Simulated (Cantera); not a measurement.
Feed: 1 mol Fe₃O₄, 0.41 mol CH₄, a varied amount of H₂, held at 1425 K and 0.870 bar.

Method: chemical equilibrium by Gibbs-energy minimisation in Cantera with the NASA 1993 tables (ideal gas, pure condensed phases). Candidate condensed phases: C, C₆H₆, C₇H₈, C₈H₁₈, Fe, Fe(CO)₅, FeO, Fe(OH)₂, Fe(OH)₃, Fe₂O₃, Fe₃O₄, H₂O; 114 gas species. Mutual solubility and eutectic melting of coexisting phases are not modelled. The tables' stoichiometric FeO is somewhat more stable than real wüstite, so its field is too wide. FeO: taken at fixed stoichiometry. Kinetics and transport are ignored.

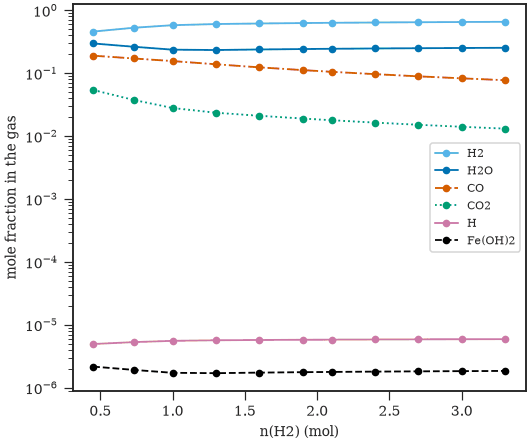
Fig. 1. Equilibrium gas composition (values under 1e-9 drawn at 1e-9)

From 0.45 mol H₂ to 1 mol H₂ the condensed part is FeO(s). From 1.3 mol H₂ to 3.3 mol H₂ the condensed part is Fe(γ) + FeO(s). The main Fe-bearing gas is Fe(OH)₂ throughout.
